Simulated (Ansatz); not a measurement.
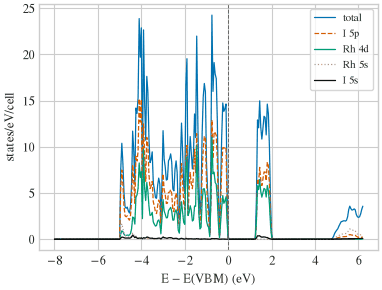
Figure. Total and projected density of states of RhI$_{3}$ in space group C2/m (No. 12; Rh on 4g, I on 8j, I on 4i), plane-wave PAW r²SCAN (Ansatz code)

**Question.** Which orbitals carry the states next to the gap?

**Answer.** Top 1 eV of the valence band: I 5p 64 %, Rh 4d 35 %. Bottom 1 eV of the conduction band: I 5p 54 %, Rh 4d 42 %. Projections are on Löwdin-orthogonalised atomic valence shells; empty p or d shells of many metals are not among them.

**Question.** Where is the tallest occupied peak in this window, and what makes it?

**Answer.** Near -0.7 eV, about 24 states/eV per cell; the largest projected share is I 5p.

The first step of the workflow began from a Materials Project structure, measured or hypothetical; the Crystallography Open Database copy checked does not list it. Whether it is the stable phase at ambient conditions was not checked. The r²SCAN relaxation kept the symmetry of its start; whether a distortion lowers the energy is not shown. The run is not spin-polarised. A crystal of weakly bound layers computed without a dispersion correction: the cell and the soft elastic constants depend strongly on that. Scalar-relativistic: spin–orbit coupling is off unless named, which matters more the heavier the elements.

Potentials: the later of the program's two PAW sets.
